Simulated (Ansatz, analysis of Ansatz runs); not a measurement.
# Li5NbO5 (C2/m), nudged elastic band: H transfer from O to O (q = +1), part 2 of 2

How high is the barrier when H changes place in Li5NbO5 (C2/m)? The case: H transfer from O to O, charge +1, in a cell of 176 host atoms with 1 H put in.

Ansatz 0.2.0; plane-wave PAW DFT, PBEsol; nudged elastic band between two relaxed defect structures at fixed charge in a uniform background.

So far: The structure; Relaxation of the start point, charge +1; Relaxation of the end point, charge +1.

## (4) Nudged elastic band, charge +1

3 movable images are laid between the ends on a pair-potential path, which keeps atoms from colliding in the first guess. Each image feels the true force across the path and a spring force along it. The highest image is set to climb to the top of the path.

This step: plane-wave PAW DFT, PBEsol; nudged elastic band between two relaxed defect structures at fixed charge in a uniform background.

qp1_c176k1s.neb/input.yaml

```yaml
crystal:
  lattice:
    - [19.29708755, 0.0, 0.01338558]
    - [9.64854378, 8.01591864, 0.00669279]
    - [-3.7205883, 0.0, 10.93780668]
  atoms:
    - { symbol: Li, position: [0.10309292, 0.50036217, 0.16907208] }
    - { symbol: Li, position: [0.23122946, 0.74918435, 0.17106822] }
    - { symbol: Li, position: [0.35534431, 0.00023056, 0.17125174] }
    - { symbol: Li, position: [0.47958617, 0.25239761, 0.17093178] }
    - { symbol: Li, position: [0.09575948, 0.50043576, 0.42874743] }
    - { symbol: Li, position: [0.222193, 0.74712205, 0.43161885] }
    - { symbol: Li, position: [0.34664088, 0.00235104, 0.4284994] }
    - { symbol: Li, position: [0.46929688, 0.25288852, 0.43164893] }
    - { symbol: Li, position: [0.00062072, -0.00171866, 0.24998032] }
    - { symbol: Li, position: [0.12523704, 0.24934066, 0.24881878] }
    - { symbol: Li, position: [0.24382625, 0.50034493, 0.248294] }
    - { symbol: Li, position: [0.37711386, 0.7472405, 0.24994772] }
    - { symbol: Li, position: [0.02843119, 0.75124066, 0.06809248] }
    - { symbol: Li, position: [0.15530118, -0.00090056, 0.06895757] }
    - { symbol: Li, position: [0.27873943, 0.25068403, 0.06806419] }
    - { symbol: Li, position: [0.40344191, 0.50023828, 0.06795282] }
    - { symbol: Li, position: [0.01925852, 0.74963068, 0.32719812] }
    - { symbol: Li, position: [0.14138412, 0.0037278, 0.32698579] }
    - { symbol: Li, position: [0.2688755, 0.25041633, 0.32718912] }
    - { symbol: Li, position: [0.38027373, 0.50016088, 0.31506685] }
    - { symbol: Nb, position: [-0.00144237, 0.0029354, 0.00034165] }
    - { symbol: Nb, position: [0.12532007, 0.24865943, -0.00010087] }
    - { symbol: Nb, position: [0.24602134, 0.50338978, -0.0031866] }
    - { symbol: Nb, position: [0.37558665, 0.7488112, 0.00071981] }
    - { symbol: O, position: [0.05167391, 0.2499041, 0.08701667] }
    - { symbol: O, position: [0.17458298, 0.50048583, 0.0845892] }
    - { symbol: O, position: [0.30198125, 0.74923931, 0.08712242] }
    - { symbol: O, position: [0.42675979, 0.00022315, 0.08707682] }
    - { symbol: O, position: [0.04538584, 0.2511532, 0.34124686] }
    - { symbol: O, position: [0.16962412, 0.50037509, 0.34036306] }
    - { symbol: O, position: [0.30764738, 0.732195, 0.34358096] }
    - { symbol: O, position: [0.42141424, 0.00081581, 0.34098682] }
    - { symbol: O, position: [-0.0002428, 0.50030872, -1.398e-05] }
    - { symbol: O, position: [0.1225237, 0.75096886, -0.00317493] }
    - { symbol: O, position: [0.24977935, -0.00043544, 0.0001253] }
    - { symbol: O, position: [0.37252738, 0.25094929, -0.00314827] }
    - { symbol: O, position: [0.08101132, -0.00375426, 0.16004058] }
    - { symbol: O, position: [0.2035534, 0.24977139, 0.15912181] }
    - { symbol: O, position: [0.32555666, 0.50024447, 0.15528905] }
    - { symbol: O, position: [0.45359662, 0.75028494, 0.16001116] }
    - { symbol: O, position: [0.0751701, -0.00241089, 0.41370939] }
    - { symbol: O, position: [0.19817323, 0.24895535, 0.41297848] }
    - { symbol: O, position: [0.3207696, 0.50035356, 0.41179554] }
    - { symbol: O, position: [0.44684244, 0.75376138, 0.41464124] }
    - { symbol: Li, position: [0.10541774, 0.50041197, 0.67210708] }
    - { symbol: Li, position: [0.23097107, 0.74918728, 0.67239636] }
    - { symbol: Li, position: [0.35720647, 0.0032289, 0.67566766] }
    - { symbol: Li, position: [0.48002502, 0.25107413, 0.67241117] }
    - { symbol: Li, position: [0.09325687, 0.50031593, 0.93009574] }
    - { symbol: Li, position: [0.219691, 0.75045205, 0.93053715] }
    - { symbol: Li, position: [0.34551214, -0.00085546, 0.93135389] }
    - { symbol: Li, position: [0.46916084, 0.25153582, 0.93049963] }
    - { symbol: Li, position: [0.00088626, 0.0005869, 0.7507626] }
    - { symbol: Li, position: [0.1253384, 0.24841444, 0.75088392] }
    - { symbol: Li, position: [0.24927666, 0.50036803, 0.74930864] }
    - { symbol: Li, position: [0.37558588, 0.7469562, 0.75273436] }
    - { symbol: Li, position: [0.02927726, 0.75087611, 0.56877125] }
    - { symbol: Li, position: [0.15217556, 0.00211962, 0.57075647] }
    - { symbol: Li, position: [0.28022701, 0.24897386, 0.56874485] }
    - { symbol: Li, position: [0.4025412, 0.50030164, 0.56901432] }
    - { symbol: Li, position: [0.01857926, 0.75169551, 0.82950904] }
    - { symbol: Li, position: [0.14520892, -0.00056105, 0.82967191] }
    - { symbol: Li, position: [0.26945621, 0.2499958, 0.8295553] }
    - { symbol: Li, position: [0.39376202, 0.50027688, 0.82864461] }
    - { symbol: Nb, position: [0.00185417, -0.00275785, 0.50023055] }
    - { symbol: Nb, position: [0.12145757, 0.25654069, 0.49975922] }
    - { symbol: Nb, position: [0.24983581, 0.49796342, 0.50048832] }
    - { symbol: Nb, position: [0.36690851, 0.76922877, 0.50302563] }
    - { symbol: O, position: [0.05161318, 0.2506775, 0.5868901] }
    - { symbol: O, position: [0.17531979, 0.50035483, 0.58618727] }
    - { symbol: O, position: [0.30447512, 0.7467715, 0.58714088] }
    - { symbol: O, position: [0.42720051, -5.786e-05, 0.58701799] }
    - { symbol: O, position: [0.04598446, 0.24991891, 0.84082227] }
    - { symbol: O, position: [0.16890978, 0.50032524, 0.83823758] }
    - { symbol: O, position: [0.29675214, 0.74915665, 0.84084466] }
    - { symbol: O, position: [0.42255183, -0.00233448, 0.84105932] }
    - { symbol: O, position: [0.00083313, 0.50039529, 0.50144485] }
    - { symbol: O, position: [0.12468124, 0.74956164, 0.50068474] }
    - { symbol: O, position: [0.24504943, 0.00401584, 0.49692212] }
    - { symbol: O, position: [0.37429416, 0.25028517, 0.50070214] }
    - { symbol: O, position: [0.07971816, -0.00061536, 0.65932978] }
    - { symbol: O, position: [0.20504941, 0.24664127, 0.65806567] }
    - { symbol: O, position: [0.32791177, 0.50043328, 0.65854236] }
    - { symbol: O, position: [0.45492696, 0.74749772, 0.65893182] }
    - { symbol: O, position: [0.07339132, -0.00017517, 0.91365195] }
    - { symbol: O, position: [0.19810716, 0.24908449, 0.91267942] }
    - { symbol: O, position: [0.32162788, 0.50048442, 0.91164882] }
    - { symbol: O, position: [0.44827166, 0.74990794, 0.91367452] }
    - { symbol: Li, position: [0.60546347, 0.50037895, 0.17186005] }
    - { symbol: Li, position: [0.72928352, 0.75115967, 0.17018683] }
    - { symbol: Li, position: [0.8551864, 0.00055796, 0.1712673] }
    - { symbol: Li, position: [0.97949741, 0.25075489, 0.17021287] }
    - { symbol: Li, position: [0.59974603, 0.50051562, 0.43404006] }
    - { symbol: Li, position: [0.7199041, 0.75009546, 0.43133351] }
    - { symbol: Li, position: [0.84857958, -0.00152301, 0.42850067] }
    - { symbol: Li, position: [0.9700242, 0.24986024, 0.43130217] }
    - { symbol: Li, position: [0.49851957, 0.00246199, 0.24997832] }
    - { symbol: Li, position: [0.62377867, 0.25383114, 0.24994325] }
    - { symbol: Li, position: [0.74949694, 0.50039703, 0.25022196] }
    - { symbol: Li, position: [0.8740251, 0.7517672, 0.24880531] }
    - { symbol: Li, position: [0.52947031, 0.75088411, 0.06987369] }
    - { symbol: Li, position: [0.65414765, 0.00141794, 0.06892666] }
    - { symbol: Li, position: [0.77943054, 0.25098677, 0.06986652] }
    - { symbol: Li, position: [0.90490304, 0.50027989, 0.06924291] }
    - { symbol: Li, position: [0.51967974, 0.75024244, 0.32821666] }
    - { symbol: Li, position: [0.64471534, -0.00294588, 0.32699517] }
    - { symbol: Li, position: [0.76988319, 0.24981165, 0.32819734] }
    - { symbol: Li, position: [0.89248239, 0.50038402, 0.3258893] }
    - { symbol: Nb, position: [0.49813412, 0.00372196, 0.00027491] }
    - { symbol: Nb, position: [0.62511032, 0.24978462, 0.00072004] }
    - { symbol: Nb, position: [0.74882191, 0.50332731, 0.00108835] }
    - { symbol: Nb, position: [0.8746794, 0.74993608, -0.00010498] }
    - { symbol: O, position: [0.55068729, 0.25183407, 0.08709699] }
    - { symbol: O, position: [0.67687183, 0.50045574, 0.08768683] }
    - { symbol: O, position: [0.80099389, 0.75124314, 0.08700349] }
    - { symbol: O, position: [0.92656682, 0.00060115, 0.08707736] }
    - { symbol: O, position: [0.53950534, 0.26847027, 0.3435886] }
    - { symbol: O, position: [0.67134318, 0.50046194, 0.34218463] }
    - { symbol: O, position: [0.79614683, 0.74962283, 0.34126174] }
    - { symbol: O, position: [0.92179758, 5.534e-05, 0.34099772] }
    - { symbol: O, position: [0.50008383, 0.50031024, 0.00081501] }
    - { symbol: O, position: [0.62534145, 0.75124865, 0.00209347] }
    - { symbol: O, position: [0.749037, 0.00103593, 0.00010473] }
    - { symbol: O, position: [0.87563711, 0.25068128, 0.00215401] }
    - { symbol: O, position: [0.57682634, 0.00461593, 0.16003731] }
    - { symbol: O, position: [0.70335018, 0.25079527, 0.15999739] }
    - { symbol: O, position: [0.82889485, 0.50043588, 0.15992558] }
    - { symbol: O, position: [0.95277226, 0.75130698, 0.15912785] }
    - { symbol: O, position: [0.57236877, 0.00316609, 0.41373126] }
    - { symbol: O, position: [0.70029446, 0.24686374, 0.41460698] }
    - { symbol: O, position: [0.8236071, 0.50040329, 0.41375173] }
    - { symbol: O, position: [0.94681179, 0.75168497, 0.41297594] }
    - { symbol: Li, position: [0.60880624, 0.50048018, 0.67472155] }
    - { symbol: Li, position: [0.73036692, 0.75039403, 0.67259254] }
    - { symbol: Li, position: [0.85999476, -0.00233167, 0.67565638] }
    - { symbol: Li, position: [0.98066113, 0.24983, 0.67259271] }
    - { symbol: Li, position: [0.59534069, 0.50033094, 0.93241468] }
    - { symbol: Li, position: [0.71949269, 0.75139368, 0.93146227] }
    - { symbol: Li, position: [0.84432588, 0.00153176, 0.93134143] }
    - { symbol: Li, position: [0.96988633, 0.25061297, 0.93147751] }
    - { symbol: Li, position: [0.50109303, 0.00018581, 0.75073937] }
    - { symbol: Li, position: [0.62197656, 0.25415876, 0.75272811] }
    - { symbol: Li, position: [0.75138008, 0.50040137, 0.75136056] }
    - { symbol: Li, position: [0.87319133, 0.75270127, 0.75087635] }
    - { symbol: Li, position: [0.5311465, 0.75025945, 0.56909107] }
    - { symbol: Li, position: [0.65390019, -0.00130643, 0.57078] }
    - { symbol: Li, position: [0.78149965, 0.24956991, 0.56907006] }
    - { symbol: Li, position: [0.90347256, 0.50040539, 0.57148672] }
    - { symbol: Li, position: [0.52017071, 0.74961032, 0.83057692] }
    - { symbol: Li, position: [0.64439264, 0.00110606, 0.82968732] }
    - { symbol: Li, position: [0.76894773, 0.25200025, 0.83050441] }
    - { symbol: Li, position: [0.89497063, 0.50027666, 0.82991284] }
    - { symbol: Nb, position: [0.50115375, -0.00134414, 0.50023562] }
    - { symbol: Nb, position: [0.63574851, 0.23160597, 0.50302162] }
    - { symbol: Nb, position: [0.75219784, 0.49791809, 0.50073741] }
    - { symbol: Nb, position: [0.87754586, 0.74437676, 0.49976409] }
    - { symbol: O, position: [0.55094885, 0.25381962, 0.58713659] }
    - { symbol: O, position: [0.67804794, 0.50035913, 0.58837585] }
    - { symbol: O, position: [0.80197181, 0.7499563, 0.58689429] }
    - { symbol: O, position: [0.92683553, 0.00068531, 0.58702534] }
    - { symbol: O, position: [0.54541603, 0.25182917, 0.84085337] }
    - { symbol: O, position: [0.67158944, 0.50038129, 0.84189083] }
    - { symbol: O, position: [0.79540485, 0.75105264, 0.84082328] }
    - { symbol: O, position: [0.91982828, 0.00312317, 0.84106776] }
    - { symbol: O, position: [0.50600581, 0.5003717, 0.49884253] }
    - { symbol: O, position: [0.62574134, 0.75038706, 0.50036903] }
    - { symbol: O, position: [0.74872759, -0.00323792, 0.49697128] }
    - { symbol: O, position: [0.87616776, 0.24955257, 0.50037463] }
    - { symbol: O, position: [0.57861441, 0.00156273, 0.65934068] }
    - { symbol: O, position: [0.70200939, 0.25333177, 0.65894815] }
    - { symbol: O, position: [0.82944393, 0.50048001, 0.65980308] }
    - { symbol: O, position: [0.95128477, 0.75418339, 0.65808734] }
    - { symbol: O, position: [0.57273676, 0.00113242, 0.91364001] }
    - { symbol: O, position: [0.69758164, 0.25128775, 0.91367287] }
    - { symbol: O, position: [0.82327231, 0.5004647, 0.91394548] }
    - { symbol: O, position: [0.94657298, 0.75213024, 0.91267332] }
    - { symbol: H, position: [0.4811017, 0.50056624, 0.41023728] }
total_charge: 1
basis:
  ecutwfc: 420
  xc_grid: 2
hamiltonian:
  xc: pbesol
kpoints:
  mp_grid: { grid: [1, 1, 1], shift: [0.25, 0.25, 0.25] }
scf:
  occupations: { method: fixed }
  max_iter: 120
output:
  forces: true
neb:
  images: 3
  f_tol: 0.04
  climbing: true
  initial_path: idpp
  max_iterations: 45
  order_check: false
  final_atoms:
    - { symbol: Li, position: [0.10475239, 0.50058735, 0.17155359] }
    - { symbol: Li, position: [0.21096176, 0.75098053, 0.15091067] }
[... 3 atom lines left out ...]
    - { symbol: Li, position: [0.21638772, 0.75066844, 0.43018588] }
[... 5 atom lines left out ...]
    - { symbol: Li, position: [0.39493805, 0.75187308, 0.24525848] }
[... 7 atom lines left out ...]
    - { symbol: Li, position: [0.39381665, 0.49621332, 0.32746175] }
[... 10 atom lines left out ...]
    - { symbol: O, position: [0.28944929, 0.75077243, 0.33580849] }
[... 11 atom lines left out ...]
    - { symbol: O, position: [0.32253207, 0.50032142, 0.41324167] }
    - { symbol: O, position: [0.44651981, 0.75089717, 0.41189538] }
[... 15 atom lines left out ...]
    - { symbol: Li, position: [0.40408647, 0.50040748, 0.56805521] }
[... 7 atom lines left out ...]
    - { symbol: Nb, position: [0.38094115, 0.75022678, 0.51194723] }
[... 2 atom lines left out ...]
    - { symbol: O, position: [0.30154102, 0.75100937, 0.58445419] }
[... 21 atom lines left out ...]
    - { symbol: Li, position: [0.59614294, 0.49911569, 0.43117095] }
[... 71 atom lines left out ...]
    - { symbol: O, position: [0.49785177, 0.50444402, 0.49980065] }
[... 11 atom lines left out ...]
    - { symbol: H, position: [0.30198105, 0.74971538, 0.25852179] }
```

Launch:

```console
ansatz run input.yaml --threads 32 --pin off --max-ram 84787MiB --backend cuda --events-out ev --progress --plain --runs-dir out --max-vram 78GiB
```

Numbers of over 12 decimals in the logs are rounded to 6 here.

What it wrote:

```text
Warning: neb: disabling space-group detection — the band's intermediate images generally break the endpoint symmetry, so the full k-mesh is solved, and no spatial operation symmetrises the density, ex [...]
[...]
Crystal: 177 atoms, lattice volume = 1692.302 Å³
Basis set: ecut = 420 eV, 33035 PW (Γ), exchange–correlation on 270×180×160 points (8 copies of the dense FFT grid, shifted against one another)
[...]
k-points: 1
[...]
SCF iter   1: F=—  HF=-133260.581010 eV  |F-HF|=—  |Δ(HF+E_count)|=         —  Δρ=1.30e-2  dr2=2.79e0  ethr=1.77e-3  ⟨swp⟩=5.0  Hψ=1827  notcnv=0  defer=174
[...]
SCF iter   2: F=—  HF=-133260.010822 eV  |F-HF|=—  |Δ(HF+E_count)|=   5.70e-1  Δρ=4.40e-3  dr2=2.88e-1  ethr=3.01e-4  ⟨swp⟩=2.0  Hψ=870  notcnv=0  defer=172
[...]
SCF iter  11: F=-133259.960873 eV  HF=-133259.960873 eV  |F-HF|=1.46e-9  |Δ(HF+E_count)|=   9.52e-8  Δρ=1.40e-6  dr2=4.00e-8  ethr=1.08e-11  ⟨swp⟩=4.0  Hψ=1444  notcnv=0
SCF 1 converged in 11 iterations: F = -133259.960873 eV  dr2 = 4.00e-8
[...]
SCF 13 converged in 10 iterations: F = -133260.060728 eV  dr2 = 8.88e-8
[...]
SCF 43 converged in 6 iterations: F = -133260.234035 eV  dr2 = 6.84e-8
[...]
SCF converged after 6 iterations
[...]
```

It took 35 s on 1 × NVIDIA GB200 with 32 threads of Arm Neoverse V2, shared host; peak memory 3.5 GiB; 2.9 min of CPU time.

Images along the path:

| image | path (Å) | energy (eV) | H177: x, y, z (Å) |
| --- | --- | --- | --- |
| 0 | 0.000 | 0.0000 | 12.587, 4.012, 4.497 |
| 1 | 0.882 | 0.1300 | 12.257, 4.604, 4.432 |
| 2 | 1.778 | -0.2730 | 12.121, 5.053, 3.850 |
| 3 | 2.671 | -0.4600 | 11.976, 5.353, 3.147 |
| 4 | 3.563 | -0.5840 | 12.099, 6.010, 2.837 |

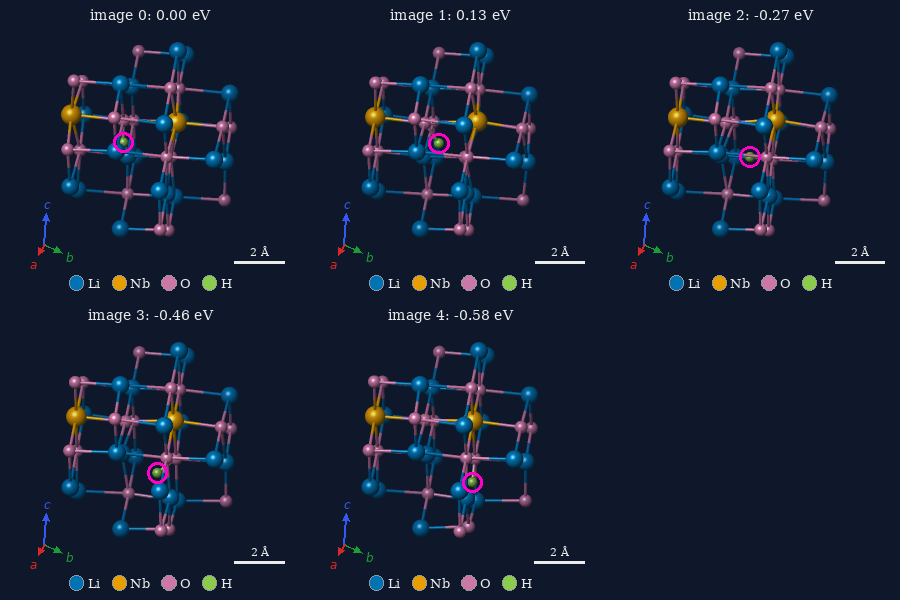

Images along the path; H177 is ringed.

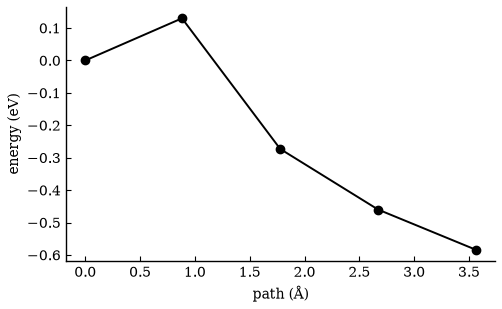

Energy along the path.

Numbers from this step:

| Property | Result |
| --- | --- |
| free energy | -133259.8311 eV |
| barrier forward | 0.1297 eV |
| barrier backward | 0.7142 eV |
| end less start | -0.5844 eV |
| hop length | 2.643 Å |

Track of the atom that was set to move:

| image | x (Å) | y (Å) | z (Å) | nearest neighbour | distance (Å) |
| --- | --- | --- | --- | --- | --- |
| 0 | 12.59 | 4.012 | 4.497 | O | 0.981 |
| 1 | 12.26 | 4.604 | 4.432 | O | 1.162 |
| 2 | 12.12 | 5.053 | 3.85 | O | 0.986 |
| 3 | 11.98 | 5.353 | 3.147 | O | 0.974 |
| 4 | 12.1 | 6.01 | 2.837 | O | 0.992 |

The band met its tolerance of 0.04 eV/Å after 14 iterations, with image 1 on top (the start counts as 0). H177, which moves farthest between the ends, has 1 O at 0.98 Å nearest at the start and 2 O at 1.16 to 1.30 Å at the top.

## (5) Summary of results

```
barrier forward                         : 0.13 eV
barrier backward                        : 0.71 eV
end less start                          : -0.58 eV
hop length                              : 2.64 Å
band iterations, as the log counts them : 14
```

In words: The top of the band lies 0.13 eV above the start and 0.71 eV above the end. The ends differ by 0.58 eV, so they aren't like places or like states; the smaller barrier is only the way out of the higher one. For hydrogen, zero-point energy and tunnelling change the rate much, so no rate follows from this barrier alone. The order of the top as a saddle was not checked for all atoms, so a bent path could be lower. No image-charge correction is applied; it largely cancels along a path if the charge stays localised alike. What this leaves open: one k-point off the zone centre stands for the whole zone.

[Logs are printed without paths, hosts, clocks, repeated set-up lines and the standing remarks that a program may print on its own settings, such as how far it seeks lower states.]

[Hosts, paths, dates, database ids (printed as entryN), source tags and the programs' standing remarks are cut or masked in the printed files.]
